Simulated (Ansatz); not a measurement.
Level of theory: PBE (plane waves to 420 eV, PAW; Ansatz, a quantum-chemistry and plane-wave program).

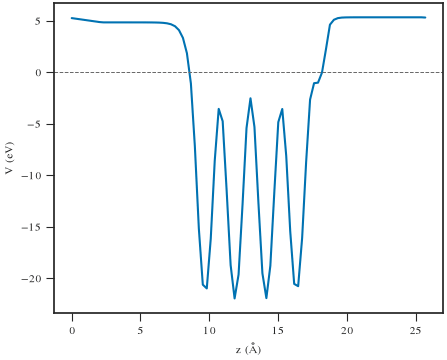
Figure: Electrostatic potential energy of an electron, averaged over planes parallel to the surface, in eV from the Fermi level, for F on the 1x1 (110) surface of bcc W, one in a 2x1 cell, started at the site 'bridge W-W (span 2.8 Å)'

Model: 9-atom slab, 6.6 Å thick at the start under the adsorbate (thin: gaps and levels are the slab's own), 6x12x1 mesh, Fermi-Dirac 0.1 eV, dipole correction, 4 atoms held, the rest relaxed; symmetry of the start imposed; no spin, no spin-orbit, no U, no dispersion correction. At the end it is bonded to 2 W. In PBE it is, or lies within 0.03 eV of, the lowest of the starts that converged.

The vacuum level lies 5.31 eV above the Fermi level over the top face and 4.82 eV above it under the bottom face.
